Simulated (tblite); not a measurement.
# Geometry relaxation, with input and output: C$_{6}$H$_{7}$NOSSi (part 2 of 2)

The same run, continued: C$_{6}$H$_{7}$NOSSi, SMILES [SiH3]Oc1csc2cc[nH]c12; GFN2-xTB geometry optimisation, gas phase (tblite 0.8.0). It belongs to a series of runs on one base structure; here: H on C replaced by OSiH3.

Geometry of the input (Å):
```
Si -3.2114  0.2882  -0.1645
O  -1.6092  0.6641  -0.1262
C  -0.5994  -0.2348  0.0913
C  -0.6823  -1.5864  0.2884
S  0.8538  -2.3536  0.5231
C  1.6327  -0.8202  0.3235
C  2.9499  -0.2605  0.3203
C  2.7851  1.0913  0.1054
N  1.4491  1.3615  -0.0280
C  0.7427  0.1885  0.1143
H  -3.6487  -0.3087  1.1259
H  -3.4949  -0.6836  -1.2521
H  -4.0110  1.5277  -0.3983
H  -1.5504  -2.2298  0.3373
H  3.8819  -0.7772  0.4687
H  3.5060  1.8835  0.0360
H  0.9990  2.2620  -0.1951
```

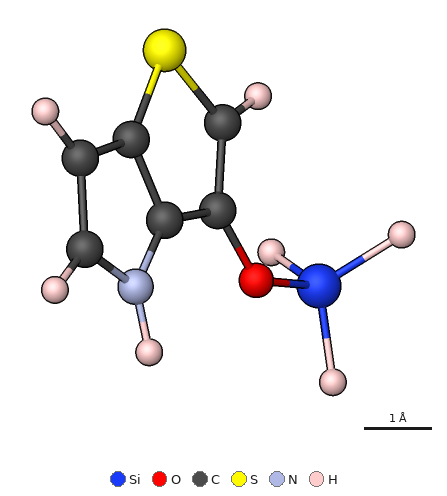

Figure 1. The geometry at step 34 of the log (ball-and-stick view, seen at a tilt).

Trajectory as extended XYZ, continued:
```
17
Properties=species:S:1:pos:R:3:forces:R:3 step=23 energy=-773.71510
Si   -3.2609    0.2441   -0.1582    0.0040  -0.0090   0.0030
O    -1.6664    0.5815   -0.1098    0.0050   0.0120   0.0030
C    -0.6153   -0.2401    0.0887    0.0060  -0.0110  -0.0090
C    -0.6758   -1.5842    0.2933   -0.0020  -0.0180   0.0060
S     0.8690   -2.3439    0.5141    0.0450   0.0110   0.0000
C     1.6571   -0.8158    0.3274   -0.0070   0.0110   0.0040
C     2.9433   -0.2459    0.3247    0.0000  -0.0190   0.0030
C     2.7583    1.0952    0.1045    0.0020  -0.0250  -0.0120
N     1.4269    1.3686   -0.0290    0.0110   0.0170   0.0110
C     0.7333    0.2057    0.1076    0.0030   0.0110  -0.0070
H    -3.6991   -0.3444    1.1090   -0.0120   0.0390   0.0050
H    -3.5510   -0.7083   -1.2318   -0.0110   0.0350  -0.0190
H    -3.7573    1.5904   -0.3986    0.0220  -0.0350   0.0060
H    -1.5615   -2.1839    0.3282   -0.0240  -0.0340   0.0040
H     3.8739   -0.7562    0.4656    0.0100   0.0240  -0.0010
H     3.4929    1.8742    0.0301   -0.0390  -0.0180   0.0030
H     1.0256    2.2751   -0.1959   -0.0130   0.0100  -0.0020
17
Properties=species:S:1:pos:R:3:forces:R:3 step=25 energy=-773.71610
Si   -3.2645    0.2498   -0.1591    0.0160  -0.0580   0.0070
O    -1.6674    0.5707   -0.1082    0.0130   0.0190   0.0050
C    -0.6153   -0.2496    0.0905    0.0360   0.0330  -0.0190
C    -0.6716   -1.5940    0.2950    0.0040   0.0170   0.0020
S     0.8775   -2.3460    0.5151    0.0280  -0.0070   0.0010
C     1.6598   -0.8150    0.3274    0.0100  -0.0300   0.0140
C     2.9459   -0.2441    0.3252   -0.0020   0.0080  -0.0070
C     2.7581    1.0967    0.1043   -0.0120  -0.0050  -0.0160
N     1.4256    1.3672   -0.0290   -0.0150   0.0150   0.0100
C     0.7325    0.2031    0.1078    0.0260  -0.0040   0.0000
H    -3.7126   -0.3353    1.1063   -0.0080   0.0400   0.0060
H    -3.5631   -0.6996   -1.2335   -0.0080   0.0380  -0.0170
H    -3.7466    1.5997   -0.3991    0.0110  -0.0060   0.0000
H    -1.5578   -2.1934    0.3295   -0.0050  -0.0410   0.0070
H     3.8800   -0.7498    0.4646   -0.0240   0.0200   0.0000
H     3.4907    1.8790    0.0289   -0.0640  -0.0500   0.0080
H     1.0217    2.2726   -0.1958   -0.0060   0.0100  -0.0010
17
Properties=species:S:1:pos:R:3:forces:R:3 step=26 energy=-773.71670
Si   -3.2661    0.2522   -0.1595    0.0260  -0.0560   0.0070
O    -1.6675    0.5646   -0.1072    0.0180   0.0140   0.0060
C    -0.6146   -0.2550    0.0912    0.0350   0.0370  -0.0180
C    -0.6691   -1.5998    0.2960    0.0110   0.0300   0.0000
S     0.8834   -2.3473    0.5158   -0.0050  -0.0170   0.0010
C     1.6618   -0.8149    0.3278    0.0150  -0.0390   0.0140
C     2.9475   -0.2429    0.3253   -0.0060   0.0180  -0.0120
C     2.7575    1.0973    0.1038   -0.0270   0.0070  -0.0130
N     1.4246    1.3667   -0.0286   -0.0320   0.0020   0.0070
C     0.7327    0.2014    0.1079    0.0220  -0.0150   0.0050
H    -3.7213   -0.3284    1.1048   -0.0060   0.0310   0.0140
H    -3.5709   -0.6929   -1.2352   -0.0060   0.0280  -0.0220
H    -3.7397    1.6045   -0.3994    0.0070   0.0070  -0.0020
H    -1.5556   -2.2007    0.3305    0.0290  -0.0240   0.0070
H     3.8834   -0.7454    0.4640   -0.0290   0.0110   0.0010
H     3.4879    1.8810    0.0284   -0.0500  -0.0410   0.0060
H     1.0190    2.2714   -0.1958   -0.0010   0.0070  -0.0010
17
Properties=species:S:1:pos:R:3:forces:R:3 step=28 energy=-773.71775
Si   -3.2668    0.2546   -0.1599    0.0250   0.0030   0.0010
O    -1.6662    0.5557   -0.1051    0.0170   0.0050   0.0020
C    -0.6119   -0.2627    0.0916   -0.0010   0.0030  -0.0010
C    -0.6645   -1.6082    0.2978    0.0210   0.0220  -0.0030
S     0.8927   -2.3505    0.5170   -0.0480  -0.0230   0.0000
C     1.6661   -0.8165    0.3290    0.0010  -0.0200   0.0030
C     2.9496   -0.2402    0.3248   -0.0160   0.0090  -0.0110
C     2.7543    1.0984    0.1021   -0.0370   0.0110   0.0010
N     1.4212    1.3655   -0.0276   -0.0360  -0.0210  -0.0020
C     0.7342    0.1973    0.1085   -0.0060  -0.0230   0.0090
H    -3.7361   -0.3142    1.1032    0.0030   0.0090   0.0270
H    -3.5842   -0.6796   -1.2394    0.0020   0.0010  -0.0290
H    -3.7290    1.6119   -0.3997    0.0130   0.0020  -0.0020
H    -1.5492   -2.2145    0.3328    0.0740   0.0200   0.0040
H     3.8877   -0.7374    0.4631   -0.0130  -0.0050   0.0030
H     3.4810    1.8829    0.0279    0.0030   0.0130  -0.0020
H     1.0140    2.2695   -0.1958   -0.0030  -0.0060   0.0000
17
Properties=species:S:1:pos:R:3:forces:R:3 step=29 energy=-773.71817
Si   -3.2663    0.2555   -0.1600    0.0130   0.0270  -0.0010
O    -1.6651    0.5526   -0.1043    0.0080   0.0050  -0.0010
C    -0.6105   -0.2654    0.0915   -0.0170  -0.0120   0.0080
C    -0.6620   -1.6107    0.2984    0.0180   0.0070  -0.0030
S     0.8953   -2.3525    0.5175   -0.0370  -0.0170   0.0000
C     1.6679   -0.8180    0.3296   -0.0090  -0.0040  -0.0040
C     2.9501   -0.2389    0.3242   -0.0160  -0.0020  -0.0060
C     2.7521    1.0991    0.1013   -0.0240   0.0050   0.0070
N     1.4188    1.3645   -0.0272   -0.0200  -0.0210  -0.0050
C     0.7348    0.1949    0.1090   -0.0150  -0.0160   0.0080
H    -3.7417   -0.3081    1.1033    0.0110   0.0020   0.0220
H    -3.5892   -0.6741   -1.2420    0.0090  -0.0050  -0.0230
H    -3.7252    1.6147   -0.3999    0.0200  -0.0070   0.0000
H    -1.5447   -2.2197    0.3338    0.0610   0.0250   0.0020
H     3.8888   -0.7342    0.4628   -0.0050  -0.0070   0.0020
H     3.4779    1.8836    0.0277    0.0170   0.0330  -0.0050
H     1.0119    2.2686   -0.1958   -0.0120  -0.0120   0.0010
17
Properties=species:S:1:pos:R:3:forces:R:3 step=31 energy=-773.71859
Si   -3.2659    0.2571   -0.1602   -0.0060   0.0160  -0.0020
O    -1.6641    0.5495   -0.1034   -0.0040   0.0080  -0.0040
C    -0.6098   -0.2683    0.0918   -0.0130  -0.0050   0.0110
C    -0.6584   -1.6130    0.2989    0.0020  -0.0080  -0.0020
S     0.8968   -2.3551    0.5180    0.0080  -0.0020   0.0000
C     1.6691   -0.8198    0.3301   -0.0100   0.0040  -0.0070
C     2.9499   -0.2377    0.3235   -0.0070  -0.0060   0.0010
C     2.7493    1.1002    0.1010    0.0060   0.0000   0.0070
N     1.4157    1.3628   -0.0271    0.0060  -0.0050  -0.0050
C     0.7346    0.1920    0.1098   -0.0090   0.0000   0.0020
H    -3.7465   -0.3021    1.1042    0.0220   0.0020   0.0010
H    -3.5936   -0.6689   -1.2453    0.0180   0.0030  -0.0010
H    -3.7201    1.6179   -0.4002    0.0200  -0.0030   0.0000
H    -1.5379   -2.2236    0.3349    0.0010  -0.0030   0.0020
H     3.8897   -0.7314    0.4626   -0.0070  -0.0040   0.0000
H     3.4751    1.8855    0.0272   -0.0020   0.0200  -0.0050
H     1.0091    2.2670   -0.1958   -0.0240  -0.0170   0.0010
17
Properties=species:S:1:pos:R:3:forces:R:3 step=32 energy=-773.71867
Si   -3.2661    0.2578   -0.1603   -0.0050   0.0010  -0.0010
O    -1.6641    0.5489   -0.1033   -0.0040   0.0060  -0.0020
C    -0.6101   -0.2691    0.0922   -0.0030   0.0030   0.0080
C    -0.6576   -1.6136    0.2990   -0.0040  -0.0070  -0.0020
S     0.8973   -2.3557    0.5180    0.0160   0.0020   0.0000
C     1.6690   -0.8200    0.3300   -0.0050   0.0010  -0.0040
C     2.9497   -0.2376    0.3234   -0.0020  -0.0010   0.0010
C     2.7489    1.1004    0.1012    0.0090   0.0010   0.0040
N     1.4151    1.3623   -0.0272    0.0060   0.0000  -0.0030
C     0.7342    0.1915    0.1100   -0.0020   0.0040   0.0010
H    -3.7471   -0.3011    1.1045    0.0220   0.0030  -0.0040
H    -3.5941   -0.6680   -1.2460    0.0180   0.0070   0.0050
H    -3.7179    1.6188   -0.4003    0.0150   0.0060  -0.0020
H    -1.5365   -2.2242    0.3351   -0.0150  -0.0140   0.0030
H     3.8897   -0.7309    0.4625   -0.0100  -0.0030   0.0000
H     3.4746    1.8865    0.0269   -0.0130   0.0060  -0.0030
H     1.0081    2.2663   -0.1957   -0.0240  -0.0150   0.0010
17
Properties=species:S:1:pos:R:3:forces:R:3 step=34 energy=-773.71888
Si   -3.2666    0.2595   -0.1606    0.0080  -0.0160   0.0010
O    -1.6642    0.5471   -0.1031    0.0070  -0.0050   0.0030
C    -0.6108   -0.2712    0.0936    0.0130   0.0060  -0.0030
C    -0.6559   -1.6161    0.2991   -0.0140  -0.0010   0.0030
S     0.8996   -2.3571    0.5182    0.0090   0.0090  -0.0030
C     1.6690   -0.8204    0.3296    0.0090  -0.0020   0.0020
C     2.9491   -0.2371    0.3232    0.0070   0.0100   0.0020
C     2.7481    1.1012    0.1017   -0.0020   0.0040  -0.0060
N     1.4138    1.3610   -0.0277   -0.0070   0.0070   0.0030
C     0.7334    0.1902    0.1106    0.0080   0.0020  -0.0030
H    -3.7478   -0.2979    1.1046    0.0180   0.0010  -0.0050
H    -3.5952   -0.6648   -1.2473    0.0140   0.0050   0.0070
H    -3.7110    1.6217   -0.4007   -0.0010   0.0260  -0.0050
H    -1.5339   -2.2275    0.3360   -0.0250  -0.0210   0.0020
H     3.8893   -0.7297    0.4623   -0.0050  -0.0070   0.0000
H     3.4722    1.8893    0.0262   -0.0220  -0.0140   0.0010
H     1.0037    2.2636   -0.1956   -0.0160  -0.0030   0.0000
17
Properties=species:S:1:pos:R:3:forces:R:3 step=35 energy=-773.71901
Si   -3.2665    0.2606   -0.1608    0.0140  -0.0090   0.0010
O    -1.6639    0.5461   -0.1029    0.0120  -0.0100   0.0060
C    -0.6109   -0.2726    0.0944    0.0140  -0.0020  -0.0080
C    -0.6551   -1.6178    0.2992   -0.0150  -0.0010   0.0060
S     0.9014   -2.3579    0.5183   -0.0050   0.0090  -0.0040
C     1.6693   -0.8208    0.3294    0.0130  -0.0010   0.0050
C     2.9489   -0.2365    0.3230    0.0100   0.0120   0.0020
C     2.7473    1.1017    0.1018   -0.0120   0.0040  -0.0100
N     1.4128    1.3603   -0.0278   -0.0150   0.0070   0.0060
C     0.7331    0.1893    0.1109    0.0080  -0.0030  -0.0040
H    -3.7478   -0.2953    1.1046    0.0140  -0.0030  -0.0010
H    -3.5954   -0.6622   -1.2482    0.0110  -0.0010   0.0040
H    -3.7070    1.6239   -0.4010   -0.0060   0.0280  -0.0060
H    -1.5325   -2.2305    0.3367   -0.0190  -0.0140   0.0010
H     3.8890   -0.7290    0.4623    0.0020  -0.0080   0.0010
H     3.4700    1.8909    0.0257   -0.0170  -0.0150   0.0020
H     1.0002    2.2617   -0.1955   -0.0100   0.0050   0.0000
17
Properties=species:S:1:pos:R:3:forces:R:3 step=37 energy=-773.71923
Si   -3.2652    0.2626   -0.1612    0.0130   0.0210  -0.0010
O    -1.6623    0.5448   -0.1023    0.0130  -0.0070   0.0060
C    -0.6104   -0.2751    0.0954    0.0010  -0.0190  -0.0110
C    -0.6547   -1.6207    0.2998   -0.0070  -0.0060   0.0080
S     0.9037   -2.3587    0.5182   -0.0190  -0.0010  -0.0030
C     1.6704   -0.8214    0.3293    0.0060   0.0020   0.0060
C     2.9490   -0.2352    0.3228    0.0040   0.0040   0.0010
C     2.7451    1.1027    0.1014   -0.0190   0.0010  -0.0090
N     1.4103    1.3593   -0.0278   -0.0180   0.0010   0.0070
C     0.7331    0.1874    0.1113   -0.0020  -0.0110  -0.0040
H    -3.7458   -0.2909    1.1049    0.0060  -0.0080   0.0030
H    -3.5942   -0.6577   -1.2497    0.0050  -0.0100  -0.0010
H    -3.7022    1.6282   -0.4019   -0.0020   0.0090  -0.0020
H    -1.5310   -2.2362    0.3380   -0.0010   0.0090  -0.0020
H     3.8883   -0.7286    0.4622    0.0130   0.0010   0.0000
H     3.4655    1.8930    0.0251    0.0030   0.0010   0.0010
H     0.9933    2.2586   -0.1954    0.0020   0.0150  -0.0010
17
Properties=species:S:1:pos:R:3:forces:R:3 step=38 energy=-773.71932
Si   -3.2643    0.2637   -0.1614    0.0060   0.0250  -0.0020
O    -1.6613    0.5444   -0.1020    0.0080   0.0000   0.0030
C    -0.6102   -0.2762    0.0954   -0.0050  -0.0180  -0.0080
C    -0.6550   -1.6216    0.3002   -0.0010  -0.0080   0.0070
S     0.9039   -2.3589    0.5180   -0.0130  -0.0090   0.0000
C     1.6709   -0.8216    0.3294    0.0000  -0.0010   0.0050
C     2.9491   -0.2346    0.3228   -0.0010  -0.0020   0.0000
C     2.7440    1.1031    0.1010   -0.0130  -0.0010  -0.0050
N     1.4090    1.3591   -0.0276   -0.0110  -0.0020   0.0050
C     0.7330    0.1865    0.1113   -0.0050  -0.0100  -0.0020
H    -3.7442   -0.2898    1.1052    0.0040  -0.0070   0.0000
H    -3.5929   -0.6567   -1.2502    0.0040  -0.0080   0.0010
H    -3.7013    1.6299   -0.4023    0.0030  -0.0030   0.0000
H    -1.5308   -2.2379    0.3383    0.0020   0.0130  -0.0020
H     3.8883   -0.7287    0.4622    0.0120   0.0090  -0.0010
H     3.4639    1.8935    0.0249    0.0070   0.0070   0.0000
H     0.9909    2.2579   -0.1954    0.0050   0.0130  -0.0010
17
Properties=species:S:1:pos:R:3:forces:R:3 step=40 energy=-773.71941
Si   -3.2633    0.2655   -0.1616   -0.0010   0.0060  -0.0010
O    -1.6602    0.5438   -0.1015    0.0000   0.0080  -0.0020
C    -0.6102   -0.2780    0.0950   -0.0040  -0.0020  -0.0010
C    -0.6553   -1.6229    0.3009    0.0020  -0.0050   0.0000
S     0.9035   -2.3596    0.5178    0.0040  -0.0120   0.0030
C     1.6712   -0.8220    0.3298   -0.0060  -0.0070   0.0010
C     2.9492   -0.2341    0.3229   -0.0070  -0.0030  -0.0020
C     2.7424    1.1035    0.1005    0.0010  -0.0010   0.0020
N     1.4071    1.3589   -0.0272    0.0010  -0.0030   0.0000
C     0.7327    0.1853    0.1111   -0.0030  -0.0030   0.0010
H    -3.7423   -0.2894    1.1053    0.0030   0.0000  -0.0080
H    -3.5913   -0.6563   -1.2503    0.0040   0.0020   0.0090
H    -3.6997    1.6319   -0.4027    0.0040  -0.0060   0.0010
H    -1.5311   -2.2386    0.3386   -0.0060   0.0040   0.0000
H     3.8888   -0.7282    0.4621    0.0010   0.0190  -0.0030
H     3.4626    1.8942    0.0247   -0.0010   0.0030   0.0000
H     0.9889    2.2578   -0.1954    0.0070   0.0000   0.0010
17
Properties=species:S:1:pos:R:3:forces:R:3 step=41 energy=-773.71944
Si   -3.2631    0.2663   -0.1617    0.0000  -0.0050   0.0000
O    -1.6599    0.5436   -0.1013   -0.0010   0.0060  -0.0030
C    -0.6103   -0.2787    0.0949    0.0000   0.0040   0.0010
C    -0.6553   -1.6236    0.3012    0.0010  -0.0010  -0.0020
S     0.9036   -2.3601    0.5178    0.0060  -0.0080   0.0040
C     1.6711   -0.8222    0.3300   -0.0040  -0.0070  -0.0010
C     2.9490   -0.2339    0.3228   -0.0060  -0.0010  -0.0020
C     2.7419    1.1036    0.1004    0.0040  -0.0010   0.0030
N     1.4065    1.3587   -0.0270    0.0030  -0.0030  -0.0020
C     0.7324    0.1848    0.1111    0.0000   0.0000   0.0020
H    -3.7420   -0.2893    1.1051    0.0020   0.0010  -0.0090
H    -3.5911   -0.6560   -1.2502    0.0030   0.0050   0.0090
H    -3.6984    1.6327   -0.4028    0.0010  -0.0010   0.0010
H    -1.5313   -2.2387    0.3386   -0.0080  -0.0010   0.0000
H     3.8890   -0.7274    0.4619   -0.0020   0.0190  -0.0040
H     3.4622    1.8945    0.0247   -0.0060  -0.0020   0.0000
H     0.9886    2.2579   -0.1954    0.0060  -0.0050   0.0020
17
Properties=species:S:1:pos:R:3:forces:R:3 step=43 energy=-773.71949
Si   -3.2626    0.2675   -0.1618    0.0040  -0.0090   0.0010
O    -1.6592    0.5433   -0.1012    0.0020  -0.0010  -0.0030
C    -0.6104   -0.2801    0.0948    0.0030   0.0060   0.0050
C    -0.6551   -1.6250    0.3015   -0.0030   0.0030  -0.0040
S     0.9042   -2.3615    0.5181   -0.0010   0.0050   0.0010
C     1.6710   -0.8231    0.3302    0.0010  -0.0020  -0.0030
C     2.9485   -0.2336    0.3226    0.0000   0.0010   0.0000
C     2.7409    1.1039    0.1003    0.0010  -0.0020   0.0030
N     1.4054    1.3582   -0.0269    0.0020  -0.0030  -0.0020
C     0.7321    0.1837    0.1112    0.0020   0.0010   0.0010
H    -3.7417   -0.2885    1.1043   -0.0010   0.0010  -0.0020
H    -3.5909   -0.6549   -1.2496    0.0010   0.0010   0.0020
H    -3.6957    1.6341   -0.4030   -0.0030   0.0060  -0.0010
H    -1.5316   -2.2396    0.3389   -0.0040  -0.0030   0.0010
H     3.8895   -0.7249    0.4615    0.0010   0.0090  -0.0020
H     3.4608    1.8952    0.0245   -0.0080  -0.0050   0.0000
H     0.9877    2.2574   -0.1952    0.0010  -0.0080   0.0020
```

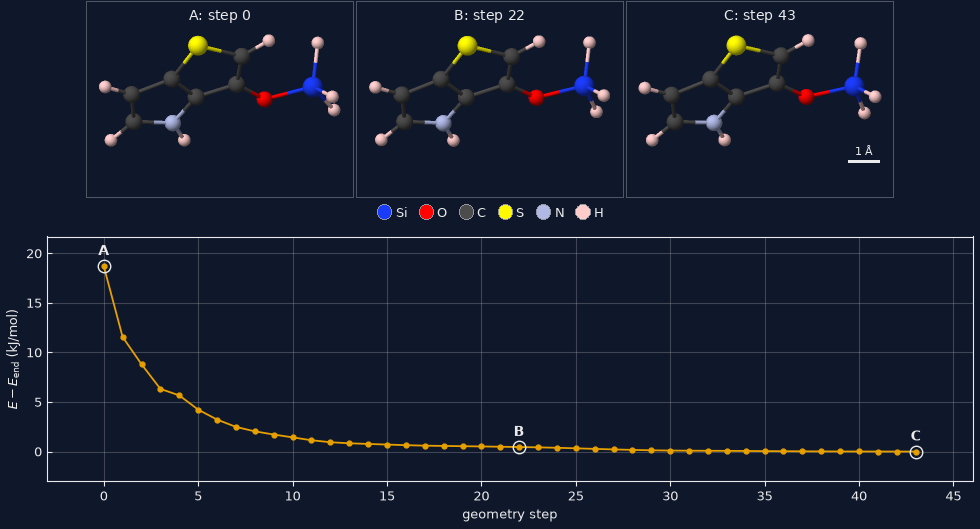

Figure 2. Frames of the relaxation (ball-and-stick view, seen at a tilt) above the curves, on which the letters mark them (steps are counted from 0).

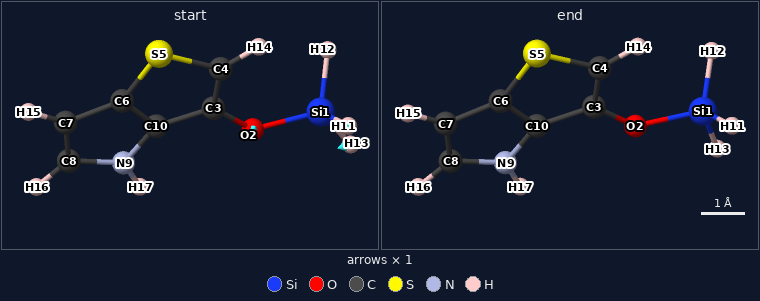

Figure 3. Before (left) and after (right) the relaxation, at one scale (ball-and-stick view, seen at a tilt). The teal arrows give the displacements, at true length. Over 43 geometry steps the energy falls by 18.7 kJ/mol. The largest force component goes from 1.9 to 0.009 eV/Å. H13 moves most after the best rigid fit: 0.33 Å. By element the largest moves are H 0.33 Å, O 0.13 Å, Si 0.06 Å, S 0.05 Å, C 0.05 Å, N 0.04 Å. Distances before and after: Si1–H13 1.493 → 1.454 Å, C6–C10 1.361 → 1.394 Å, C6–C7 1.431 → 1.407 Å, Si1–H11 1.487 → 1.463 Å. Among the angles that change: O2–Si1–H13 109.6° → 98.1°, Si1–O2–C3 124.9° → 131.9°, H11–Si1–H13 108.1° → 113.8°. (Atoms are counted from 1 in the order of the input.)

Summary:

```csv
quantity,value
outcome,converged
total energy,−773.7195 eV
hardware,"1 CPU thread, shared host"
peak memory,0.18 GiB
```
